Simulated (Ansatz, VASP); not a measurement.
# Cross-check of SrO between VASP and Ansatz

One calculation is typed for both programs; each brings its own data sets. How far apart do they land? The cell is taken from a series of VASP runs on this material, whose earlier steps may have relaxed, scaled or displaced it; both programs get it as it stands. Valence electrons are named where the data sets of a main pair hold unlike numbers.

Method: plane waves, with VASP 6.6.1 beside it; band structure at HSE06 and band structure at HSE06, spin-orbit coupling, in Ansatz 0.2.0.

**1. Set-up**

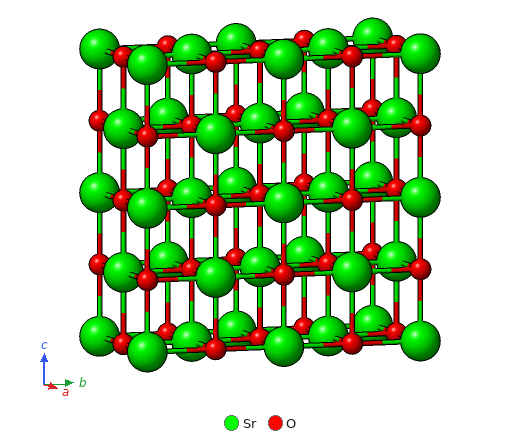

Start, viewed slightly off an axis; strontium green, oxygen red. 1×2×2 cells are drawn. This picture shows the conventional cell, with its axes. Some periodic images of atoms are drawn too.

**2. Ansatz: band structure, HSE06**

Ansatz runs on its default PAW (the set named soft_2) files.

Levels along a path test the potential and the projectors away from the mesh points.

input.yaml

```yaml
crystal:
  lattice:
    - [0.0, 2.58066, 2.58066]
    - [2.58066, 0.0, 2.58066]
    - [2.58066, 2.58066, 0.0]
  atoms:
    - { symbol: Sr, position: [0.0, 0.0, 0.0] }
    - { symbol: O, position: [0.5, 0.5, 0.5] }
hamiltonian:
  xc: { exchange: pbe, correlation: pbe, exx: { coeff: 0.25, omega: 0.2 } }
  pseudopotentials: { kind: paw }
kpoints:
  mp_grid: { grid: [5, 5, 5] }
  band_path:
    path:
      - [0.0, 0.0, 0.0]
      - [0.5, 0.0, 0.5]
      - [0.5, 0.22222, 0.72222]
      - [0.40278, 0.34722, 0.75]
      - [0.125, 0.125, 0.25]
      - [0.27778, 0.27778, 0.27778]
      - [0.55556, 0.38889, 0.55556]
      - [0.58333, 0.25, 0.66667]
      - [0.5, 0.30556, 0.69444]
      - [0.48611, 0.48611, 0.52778]
      - [0.625, 0.25, 0.625]
      - [0.5, 0.0, 0.5]
    npoints: 1
scf:
  occupations: { method: gaussian, width: 0.03 }
  n_extra_bands: 7
output:
  forces: true
  stress: true
  eigenvalues: true
  write_density: true
  write_potential: true
  elf: true
  volumetric_format: npy
```

The run is started by

```console
> ansatz run input.yaml --threads 4 --pin off --max-ram 9216MiB --backend cpu --events-out ev --progress --plain --runs-dir out
```

Numbers of over 12 decimals in the logs are rounded to 6 here.

Output:

```text
Warning: output.stress: scf.convergence.dr2_threshold = 1e-7 eV (the SCF's general default) is looser than the 2e-10 eV advised for a printed stress (1e-10 eV for each atom of the cell: 2). What an SCF threshold leaves in a stress goes as its square root, and in the free energy as the threshold itself, and one threshold admits the most on a small cell: [figures from the program's tests cut] Set scf.convergence.dr2_threshold to 2e-10 eV or tighter. The threshold is an SCF's pass mark: one that does not reach it within its budget of iterations ends unconverged, or closes short of it on a stop that the run arms, and scf.convergence.dr2_threshold's page says what that costs each kind of run
Warning: output.stress: scf.exx.energy_threshold = 1e-6 eV is looser than the 2e-8 eV advised for a stress under a hybrid functional (1e-8 eV for each atom of the cell: 2). Every SCF of the exchange loop can meet its threshold on dr2 while the loop round them stops early: no threshold on dr2 bounds what that leaves in the stress. Set scf.exx.energy_threshold to 2e-8 eV or tighter. The threshold is the loop's pass mark: a loop that does not reach it within its budget of cycles ends unconverged, and scf.exx.energy_threshold's page has the law
scf.n_extra_bands = 7 over 8 filled bands (N_el = 16.0): the run solves 15 bands
Engine: ansatz 0.2.0, x86_64-unknown-linux-gnu
Pseudopotentials: kind: paw
Pseudopotential: Sr, paw, valence charge 10, recommended cutoff 420 eV (normal), Sr.paw.azcp
Pseudopotential: O, paw, valence charge 6, recommended cutoff 420 eV (normal), O.paw.azcp
Functional definition: unnamed
  parameter a_1 = 0.25
  parameter omega_1 = 0.2/angstrom
  exchange = pbe_x + (-a_1)*pbe_x_sr(omega_1) + a_1*exact_x_sr(omega_1)
  correlation = pbe_c
Crystal: 2 atoms, lattice volume = 34.373 Å³
Basis set: ecut = 420 eV, 645 PW (Γ), exchange–correlation on 50×50×50 points (8 copies of the dense FFT grid, shifted against one another)
Bands: 15, of which v1, the nominal top of the filled ones, is band 8 counted from 1 (7 counted from 0)
Symmetry: 48 space group operations
Space group: Fm-3m (ITA 225), of the structure as read, at distance tolerance 3.3e-5 Å
k-points: 10 of 125
Non-local potential: Sr, projectors of the file, l = 0: 3, l = 1: 2, l = 2: 2
Non-local potential: O, projectors of the file, l = 0: 2, l = 1: 2, l = 2: 1
PAW form: soft (Blöchl's): semilocal exchange-correlation on the pseudo side does not see the compensation charge
PAW frozen core: Sr, regenerated for the run's functional, and the local potential with it (the file was generated under x = pbe(κ = 0.804, μ = 0.219515), c = pbe(β = 0.066725))
PAW frozen core: O, regenerated for the run's functional, and the local potential with it (the file was generated under x = pbe(κ = 0.804, μ = 0.219515), c = pbe(β = 0.066725))
PAW one-centre angular grid: Sr, 110 points (default); XC on 64 Gauss nodes
PAW one-centre angular grid: O, 110 points (default); XC on 96 Gauss nodes
Initial density: superposition of atomic densities (neutral atoms: chi_scale 0, normalization atom), corrected by the library's trained network
Initial wavefunctions: pseudopotential atomic-orbital guess
Functional: x = pbe(κ = 0.804, μ = 0.219515), c = pbe(β = 0.066725), warm-up for x = pbe(κ = 0.804, μ = 0.219515) + 0.25 (exact − pbe) at short range (hse, ω = 0.2 Å⁻¹), c = pbe(β = 0.066725)
SCF iter   1: F=—  HF=-4114.624482 eV  |F-HF|=—  |Δ(HF+E_count)|=         —  Δρ=1.20e-3  dr2=3.08e-4  ethr=1.77e-3  ⟨swp⟩=2.0  Hψ=1070  notcnv=0
preconditioner: auto → none  [insulator: Δε(μ)=3.494 eV  Ē_g=18.158 eV  σ=0.030 eV  W_gap=1.00  n_scr=8 (ndim 8)  ℏωp=23.7 eV  f_vac=0.000  D(μ)=0.00/eV (n_scr^D=0)]
SCF iter   2: F=-4114.624595 eV  HF=-4114.624552 eV  |F-HF|=4.31e-5  |Δ(HF+E_count)|=   7.07e-5  Δρ=4.28e-4  dr2=3.26e-5  ethr=1.93e-6  ⟨swp⟩=3.6  Hψ=329  notcnv=0  defer=3
SCF 1 stopped early in 2 iterations: F = -4114.624595 eV  dr2 = 3.26e-5
  greatest PAW one-centre occupation: 0.987 electrons in one spin orbital (limit 2), on the Sr atom at site 0 (counted from 0), in its partial waves of l = 0
Initial density: handed on by an earlier stage of this run
Initial wavefunctions: those handed on with the density
Functional: x = pbe(κ = 0.804, μ = 0.219515) + 0.25 (exact − pbe) at short range (hse, ω = 0.2 Å⁻¹), c = pbe(β = 0.066725)
Exchange kernel: α = 0.2500, screened, ω = 0.2000 Å⁻¹, Wigner–Seitz truncation, v(0) = 1120.3319 eV·Å³, q-mesh 5×5×5, nearest image of the exchange supercell L = 18.25 Å, pair-density grid 15×15×15, without the augmentation charges, whose exchange is taken in its separable form by FFT convolution over the k-point mesh (sized by the pseudopotential files, 20×20×20 at the most), smooth part of the exact exchange by density-matrix convolution
Frozen-core exchange: fock
SCF iter   1: F=—  HF=-4116.984639 eV  |F-HF|=—  |Δ(HF+E_count)|=         —  Δρ=7.84e-3  dr2=3.60e-2  ethr=2.04e-6  ⟨swp⟩=5.9  Hψ=691  notcnv=0
preconditioner: auto → none  [insulator: Δε(μ)=5.170 eV  Ē_g=20.549 eV  σ=0.030 eV  W_gap=1.00  n_scr=8 (ndim 8)  ℏωp=23.7 eV  f_vac=0.000  D(μ)=0.00/eV (n_scr^D=0)]
SCF iter   2: F=—  HF=-4116.978116 eV  |F-HF|=—  |Δ(HF+E_count)|=   6.52e-3  Δρ=8.47e-3  dr2=1.71e-2  ethr=2.04e-6  ⟨swp⟩=4.7  Hψ=521  notcnv=0
SCF iter   3: F=—  HF=-4116.974509 eV  |F-HF|=—  |Δ(HF+E_count)|=   3.61e-3  Δρ=2.07e-3  dr2=1.70e-3  ethr=2.04e-6  ⟨swp⟩=4.0  Hψ=385  notcnv=0
SCF iter   4: F=—  HF=-4116.978823 eV  |F-HF|=—  |Δ(HF+E_count)|=   4.31e-3  Δρ=8.85e-4  dr2=4.21e-4  ethr=2.04e-6  ⟨swp⟩=3.0  Hψ=308  notcnv=0
iter 5 solved again at ethr=3.56e-8 eV; its pass at ethr=2.04e-6 eV (dr2=5.70e-6 eV) is discarded
SCF iter   5: F=—  HF=-4116.978719 eV  |F-HF|=—  |Δ(HF+E_count)|=   1.04e-4  Δρ=1.21e-4  dr2=8.08e-6  ethr=3.56e-8  ⟨swp⟩=2.8  Hψ=527  notcnv=0
SCF iter   6: F=-4116.978719 eV  HF=-4116.978719 eV  |F-HF|=6.81e-8  |Δ(HF+E_count)|=   6.12e-8  Δρ=2.17e-5  dr2=2.56e-6  ethr=3.50e-8  ⟨swp⟩=2.0  Hψ=236  notcnv=0
SCF 2 stopped early in 6 iterations: F = -4116.978719 eV  dr2 = 2.56e-6
hybrid outer 1: dexx = +5.208e-3 eV, tail = 1.13e-5 eV
Exchange kernel: α = 0.2500, screened, ω = 0.2000 Å⁻¹, Wigner–Seitz truncation, v(0) = 1120.3319 eV·Å³, q-mesh 5×5×5, nearest image of the exchange supercell L = 18.25 Å, pair-density grid 15×15×15, without the augmentation charges, whose exchange is taken in its separable form by FFT convolution over the k-point mesh (sized by the pseudopotential files, 20×20×20 at the most), smooth part of the exact exchange by density-matrix convolution
Frozen-core exchange: fock
SCF iter   1: F=—  HF=-4116.978788 eV  |F-HF|=—  |Δ(HF+E_count)|=         —  Δρ=1.28e-4  dr2=3.22e-6  ethr=3.54e-7  ⟨swp⟩=3.7  Hψ=397  notcnv=0
preconditioner: auto → none  [insulator: Δε(μ)=5.009 eV  Ē_g=20.499 eV  σ=0.030 eV  W_gap=1.00  n_scr=8 (ndim 8)  ℏωp=23.7 eV  f_vac=0.001  D(μ)=0.00/eV (n_scr^D=0)]
SCF iter   2: F=—  HF=-4116.978787 eV  |F-HF|=—  |Δ(HF+E_count)|=   8.74e-7  Δρ=1.30e-5  dr2=3.56e-8  ethr=1.99e-8  ⟨swp⟩=3.0  Hψ=254  notcnv=0
SCF iter   3: F=—  HF=-4116.978787 eV  |F-HF|=—  |Δ(HF+E_count)|=   3.18e-7  Δρ=8.33e-6  dr2=1.42e-8  ethr=6.99e-11  ⟨swp⟩=4.1  Hψ=399  notcnv=0
SCF iter   4: F=-4116.978787 eV  HF=-4116.978787 eV  |F-HF|=7.28e-12  |Δ(HF+E_count)|=   2.92e-9  Δρ=4.42e-7  dr2=2.28e-10  ethr=6.99e-11  ⟨swp⟩=3.0  Hψ=257  notcnv=0
SCF 3 converged in 4 iterations: F = -4116.978787 eV  dr2 = 2.28e-10
  Residual-converged pass: ⟨swp⟩=3.0  Hψ=283  notcnv=0  max |occ|·‖R‖ = 2.4e-6 eV (tolerance 2.4e-6 eV)  dr2=2.38e-10  dr2_onsite=2.92e-11  max |Δocc| = 0.0e0
hybrid outer 2: dexx = +3.956e-7 eV, tail = 3.68e-9 eV, Δε = 7.55e-4 eV (about 1.42e-5 eV left of the loop's levels)
NSCF: frozen V_eff on 12 k-points
hybrid SCF converged: 2 outer / 10 inner (+2 warm-up), last move |dexx| = 3.96e-7 eV, tail = 3.68e-9 eV
Stability not checked: this state was not tested for a lower state beside it, because the functional holds exact exchange (a hybrid, or Hartree-Fock), whose exchange loop this test does not read (fock_operator; see scf.lower_state_search)
Free energy (F): -4116.978787 eV
Frozen-core exchange: fock
Harris-Foulkes:  -4116.978787 eV  (|F-HF|=7.28e-12)
Internal energy: -4116.978787 eV  (E = F + TS)
E sigma→0 (E₀):  -4116.978787 eV
Fermi energy:    9.241068 eV
--- Per-component energies (eV) ---
  E_band       = -88.125011
  E_kinetic    = 423.748348
  E_local      = -868.921979  (includes V_loc(G=0)·N_el)
  E_nonlocal   = 248.516423
  E_hartree    = 236.457854
  E_xc         = -199.091814
  E_vxc        = -206.119531  (∫ρ·V_xc dr)
  E_exx        = -43.173710  (= α·E_x^exact, valence–valence)
  E_paw        = -2861.888192  (= ΣΔE_a)
  E_vpaw       = -71.918882  (= ΣTr[D̂ρ^β])
  E_aug_tail   = 0.002384  (compensation charges beyond the density's cutoff)
  E_ewald      = -1052.229361
  E_core_change = -0.398739  (= ΣΔE_core)
  E_smearing   = -0.000000  (= −TS)
  E_closure    = -0.000000  (closes the sum)
  Σ components = -4116.978787   (vs F -4116.978787, Δ=0.00e0)
--- Forces (eV/Å), atoms counted from 1 ---
  atom   1  Sr    -0.00000000     0.00000000    -0.00000000
  atom   2  O      0.00000000    -0.00000000     0.00000000
  max |Σ_I F_I| component: 3.02e-29 eV/Å
--- Stress (GPa, compression-positive) ---
       -0.413933       0.000000      -0.000000
        0.000000      -0.413933      -0.000000
        0.000000       0.000000      -0.413933
  P = ⅓ Tr σ = -0.4139 GPa (-4.139 kbar)
--- Band table (eV; the first three rows and the last of 10) ---
  k-point 0: bands = [... 4 lower, -7.8802, 6.7358, 6.7358, 6.7358, 12.1638, 14.6580, 14.6580, 14.6580, ... 3 higher]
  k-point 1: bands = [... 4 lower, -7.4461, 5.7966, 6.2936, 6.2936, 13.7482, 14.3833, 15.4404, 15.4404, ... 3 higher]
  k-point 2: bands = [... 4 lower, -6.9867, 4.6827, 5.6800, 5.6800, 14.8055, 16.2047, 17.0991, 17.0991, ... 3 higher]
  k-point 9: bands = [... 4 lower, -7.4656, 5.5197, 6.0113, 6.3369, 13.6353, 15.4359, 17.2530, 19.0042, ... 3 higher]
```

Wall time 9 s (4 threads of Intel Xeon Platinum 8488C (Sapphire Rapids), shared host); peak memory 0.65 GiB.

In the SCF lines HF is the Harris–Foulkes energy and dr2 the Hartree energy of the density residual, in eV; the loop may stop once dr2 is under the threshold and the program's other checks hold. Hψ counts applications of the Hamiltonian.

**3. VASP: band structure, HSE06**

The same cell, functional, mesh and smearing now go to VASP, with its own data sets.

Lines of VASP's logs that name or quote its potential files are left out, and so is its time.

The run reads the wave functions of an earlier VASP run, which isn't shown here.

INCAR

```
SYSTEM = SrO
PREC = Accurate
ENCUT = 460
EDIFF = 1E-06
NELM = 100
ISMEAR = 0
SIGMA = 0.03
LREAL = .FALSE.
ALGO = Normal
LHFCALC = .TRUE.
AEXX = 0.25
GGA = PE
HFSCREEN = 0.2
LASPH = .TRUE.
NBANDS = 14
PRECFOCK = Fast
LORBIT = 11
LWAVE = .FALSE.
LCHARG = .FALSE.
KPAR = 4
```

POSCAR

```
SrO
1.0
    0.0000000000      2.5806600000      2.5806600000
    2.5806600000      0.0000000000      2.5806600000
    2.5806600000      2.5806600000      0.0000000000
Sr O
1 1
Direct
    0.0000000000      0.0000000000      0.0000000000
    0.5000000000      0.5000000000      0.5000000000
```

KPOINTS

```
Automatic mesh
0
Gamma
5 5 5
0 0 0
```

KPOINTS_OPT

```
Line mode
10
Line-mode
Reciprocal
  0.00000000   0.00000000   0.00000000 GAMMA
  0.50000000   0.00000000   0.50000000 X

  0.50000000   0.00000000   0.50000000 X
  0.50000000   0.25000000   0.75000000 W

  0.50000000   0.25000000   0.75000000 W
  0.37500000   0.37500000   0.75000000 K

  0.37500000   0.37500000   0.75000000 K
  0.00000000   0.00000000   0.00000000 GAMMA

  0.00000000   0.00000000   0.00000000 GAMMA
  0.50000000   0.50000000   0.50000000 L

  0.50000000   0.50000000   0.50000000 L
  0.62500000   0.25000000   0.62500000 U

  0.62500000   0.25000000   0.62500000 U
  0.50000000   0.25000000   0.75000000 W

  0.50000000   0.25000000   0.75000000 W
  0.50000000   0.50000000   0.50000000 L

  0.50000000   0.50000000   0.50000000 L
  0.37500000   0.37500000   0.75000000 K

  0.62500000   0.25000000   0.62500000 U
  0.50000000   0.00000000   0.50000000 X
```

The projector-augmented-wave data sets are Sr_sv and O (PBE family, release 64).

The run is started by

```console
> mpirun -np 4 vasp_std
```

Output:

```text
[banner, memory and clock lines left out]
running    4 mpi-ranks, on    1 nodes
 distrk:  each k-point on    1 cores,    4 groups
 distr:  one band on    1 cores,    1 groups

 POSCAR found type information on POSCAR SrO
 POSCAR found :  2 types and       2 ions
 LDA part: xc-table for (Slater+PW92), standard interpolation
 found WAVECAR, reading the header
 POSCAR, INCAR and KPOINTS ok, starting setup
 FFT: planning ... GRIDC
 FFT: planning ... GRID_SOFT
 FFT: planning ... GRID
 reading WAVECAR
 the WAVECAR file was read successfully
 initial charge from wavefunction
 entering main loop
       N       E                     dE             d eps       ncg     rms          rms(c)
DAV:   1    -0.142384819827E+02   -0.14238E+02   -0.49356E-01   306   0.912E+00    0.440E+00
DAV:   2    -0.142061143502E+02    0.32368E-01   -0.73260E-02   328   0.275E+00    0.207E+00
DAV:   3    -0.142093984614E+02   -0.32841E-02   -0.14612E-02   316   0.104E+00    0.977E-01
DAV:   4    -0.142083272885E+02    0.10712E-02   -0.15367E-03   304   0.395E-01    0.626E-01
DAV:   5    -0.142082061254E+02    0.12116E-03   -0.86448E-04   310   0.249E-01    0.446E-01
DAV:   6    -0.142081395131E+02    0.66612E-04   -0.42695E-05   322   0.791E-02    0.262E-01
DAV:   7    -0.142081241530E+02    0.15360E-04   -0.28854E-05   328   0.543E-02    0.140E-01
DAV:   8    -0.142081223350E+02    0.18180E-05   -0.53177E-06   310   0.258E-02    0.827E-02
DAV:   9    -0.142081217984E+02    0.53654E-06   -0.27391E-06   304   0.173E-02
   1 F= -.14208122E+02 E0= -.14208122E+02  d E =-.183666E-15
 Start KPOINTS_OPT (optional k-point list driver)
k-point batch [1-10\100]
       N       E                     dE             ncg
DAV:   1    -0.959564262579E+03   -0.44611E+04      280
DAV:   2    -0.179428721907E+04   -0.83472E+03      376
DAV:   3    -0.184861068982E+04   -0.54323E+02      326
DAV:   4    -0.184975172742E+04   -0.11410E+01      402
DAV:   5    -0.184977478788E+04   -0.23060E-01      372
DAV:   6    -0.184977516964E+04   -0.38175E-03      380
DAV:   7    -0.184977517331E+04   -0.36688E-05      232
DAV:   8    -0.184977517344E+04   -0.13554E-06      170
[...]
k-point batch [91-100\100]
       N       E                     dE             ncg
DAV:   1    -0.104589794943E+04   -0.69498E+04      280
DAV:   2    -0.182125688307E+04   -0.77536E+03      358
DAV:   3    -0.186978357881E+04   -0.48527E+02      374
DAV:   4    -0.187092672696E+04   -0.11431E+01      434
DAV:   5    -0.187094976230E+04   -0.23035E-01      400
DAV:   6    -0.187095006636E+04   -0.30406E-03      402
DAV:   7    -0.187095007314E+04   -0.67799E-05      330
DAV:   8    -0.187095007329E+04   -0.14775E-06      260
```

Parts of OUTCAR (step 3):

```text
ion  position               nearest neighbor table
   1  0.000  0.000  0.000-   2 2.58   2 2.58   2 2.58   2 2.58   2 2.58   2 2.58
   2  0.500  0.500  0.500-   1 2.58   1 2.58   1 2.58   1 2.58   1 2.58   1 2.58

  LATTYP: Found a face centered cubic cell.
 ALAT       =     5.1613200000

 Subroutine GETGRP returns: Found 48 space group operations
 (whereof 48 operations were pure point group operations)

The static configuration has the point symmetry O_h .

 Found     10 irreducible k-points:

   k-points           NKPTS =     10   k-points in BZ     NKDIM =    125   number of bands    NBANDS=     14

   dimension x,y,z NGX =    28 NGY =   28 NGZ =   28
   dimension x,y,z NGXF=    56 NGYF=   56 NGZF=   56

   ENCUT  =  460.0 eV  33.81 Ry    5.81 a.u.   6.38  6.38  6.38*2*pi/ulx,y,z

   NELECT =      16.0000    total number of electrons

 k-points in reciprocal lattice and weights: Automatic mesh
   0.00000000  0.00000000  0.00000000       0.008
   0.20000000  0.00000000  0.00000000       0.064
   0.40000000  0.00000000  0.00000000       0.064
   0.20000000  0.20000000  0.00000000       0.048
   0.40000000  0.20000000  0.00000000       0.192
  -0.40000000  0.20000000  0.00000000       0.192
  -0.20000000  0.20000000  0.00000000       0.096
   0.40000000  0.40000000  0.00000000       0.048
  -0.40000000  0.40000000  0.00000000       0.096
  -0.40000000  0.40000000  0.20000000       0.192

  exchange ACFDT corr.  =         0.00000000  see jH, gK, PRB 81, 115126

 average (electrostatic) potential at core
       1 -32.2635       2 -64.4726

 E-fermi :   0.6926

 k-point     1 :       0.0000    0.0000    0.0000
  band No.  band energies     occupation
    ...
      4     -14.1992      2.00000
      5     -14.1992      2.00000
      6       0.5326      2.00000
      7       0.5326      2.00000
      8       0.5326      2.00000
      9       5.9345      0.00000
     10       8.4019      0.00000
     11       8.4019      0.00000
     12       8.4019      0.00000
     13      10.6275      0.00000
    ...

 k-point     2 :       0.2000    0.0000    0.0000
  band No.  band energies     occupation
    ...
      4     -14.2253      2.00000
      5     -13.7464      2.00000
      6      -0.4187      2.00000
      7       0.0794      2.00000
      8       0.0795      2.00000
      9       7.5205      0.00000
     10       8.1490      0.00000
     11       9.1911      0.00000
     12       9.1911      0.00000
     13      11.6499      0.00000
    ...

 k-point     3 :       0.4000    0.0000    0.0000
  band No.  band energies     occupation
    ...
      4     -14.2666      2.00000
      5     -13.2740      2.00000
      6      -1.5472      2.00000
      7      -0.5477      2.00000
      8      -0.5477      2.00000
      9       8.5694      0.00000
     10      10.0050      0.00000
     11      10.8468      0.00000
     12      10.8469      0.00000
     13      13.7553      0.00000
    ...

  energy-cutoff  :      460.00
  volume of cell :       34.37
      direct lattice vectors                 reciprocal lattice vectors
     0.000000000  2.580660000  2.580660000    -0.193748886  0.193748886  0.193748886
     2.580660000  0.000000000  2.580660000     0.193748886 -0.193748886  0.193748886
     2.580660000  2.580660000  0.000000000     0.193748886  0.193748886 -0.193748886

 POSITION                                       TOTAL-FORCE (eV/Angst)
 -----------------------------------------------------------------------------------
      0.00000      0.00000      0.00000         0.000000     -0.000000     -0.000000
      2.58066      2.58066      2.58066        -0.000000      0.000000      0.000000
 -----------------------------------------------------------------------------------
    total drift:                               -0.000001     -0.000000     -0.000000

  FREE ENERGIE OF THE ION-ELECTRON SYSTEM (eV)
  ---------------------------------------------------
  free  energy   TOTEN  =       -14.2081217984 eV

  energy  without entropy=      -14.2081217984  energy(sigma->0) =      -14.20812180

 total charge
# of ion       s       p       d       tot
------------------------------------------
    1        2.013   5.858   0.223   8.094
    2        1.562   3.453   0.000   5.015
--------------------------------------------------
tot          3.575   9.311   0.223  13.109

[... 3 further parts left out ...]
```

The k-mesh is coarse for exact exchange; levels may shift by about 0.1 eV on a finer one.

[end of part 1 of 2]

[Lines on the potential files, build, host, timing and source positions are cut from VASP's logs without a mark.]

[Logs are printed without paths, hosts, clocks, repeated set-up lines and the standing remarks that a program may print on its own settings, such as how far it seeks lower states.]

[Hosts, paths, dates, database ids (printed as entryN), source tags and the programs' standing remarks are cut or masked in the printed files.]
